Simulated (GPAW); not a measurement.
Band structure of Nb₆SnGe (Pm-3, 8 atoms in the cell).

```xyz
8
Lattice="5.2577 0.0000 0.0000 0.0000 5.2577 0.0000 0.0000 0.0000 5.2577" Properties=species:S:1:pos:R:3 pbc="T T T"
Nb     0.0000     2.6288     3.9022
Nb     0.0000     2.6288     1.3555
Nb     3.9022     0.0000     2.6288
Nb     1.3555     0.0000     2.6288
Nb     2.6288     3.9022     0.0000
Nb     2.6288     1.3555     0.0000
Sn     0.0000     0.0000     0.0000
Ge     2.6288     2.6288     2.6288
```

Method: PBEsol, GPAW PAW datasets PBEsol (made by gpaw-setup) (plane waves; GPAW).

Settings: mode = pw; ecut = 550 eV; xc = PBEsol; kpts = 4 4 4; mesh shift (steps) = 0 0 0; occupations.name = methfessel-paxton; occupations.width = 0.1 eV; occupations.order = 0; nbands = -12; symmetry.symmorphic = false; symmetry.tolerance = 0.0005; maxiter = 120; bandpath_npoints = 40.

The starting cell comes from a database of computed structures (which also holds hypothetical and non-ambient phases and stackings), without a prior relaxation at this level. Spin polarisation is off.

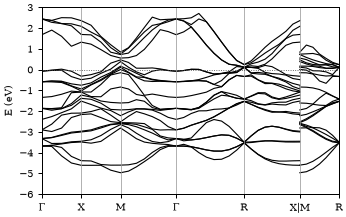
Fig. 1. Bands along the path, energies from the Fermi level.

Levels in eV from the Fermi level, bands 45 to 52:
```tsv
point	45	46	47	48	49	50	51	52
Γ	-0.59	-0.59	-0.59	-0.08	-0.08	1.68	2.44	2.44
X	-1.03	-0.94	-0.76	-0.49	-0.32	1.32	1.69	2.08
M	0.00	0.11	0.16	0.38	0.47	0.55	0.72	0.74
R	-0.33	0.11	0.11	0.11	0.11	0.11	0.11	0.24
```

Bands cross the Fermi level along this path, so the cell is metallic at this level.
